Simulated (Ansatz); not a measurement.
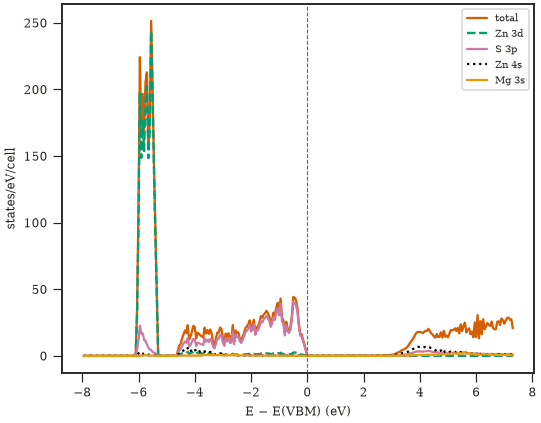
Figure: Total and projected density of states of MgZn3S4 in space group C2 (No. 5; Pearson symbol mS64), DFT-PBE in the program Ansatz with PAW potentials

**Question.** Which orbitals carry the states next to the gap?

**Answer.** Top 1 eV of the valence band: S 3p 91 %, Zn 3d 6 %. Bottom 1 eV of the conduction band: Zn 4s 47 %, S 3p 17 %, S 3s 16 %, Mg 3s 7 %, outside the projected shells 13 %. Projections are on Löwdin-orthogonalised atomic valence shells; empty p or d shells of many metals are not among them.

**Question.** Where is the tallest occupied peak in this window, and what makes it?

**Answer.** Near -5.6 eV, about 250 states/eV per cell; the largest projected share is Zn 3d.

The start of the workflow was typed in or built on a structure type; neither database checked (COD, Materials Project) lists it. Its standing as an ambient phase is unchecked. The cell was relaxed with PBE under the symmetry of its start; whether a distortion lowers the energy is not shown. The volume moved by 17 % from the start of the relaxation.

Potentials: the later of the program's two PAW sets.
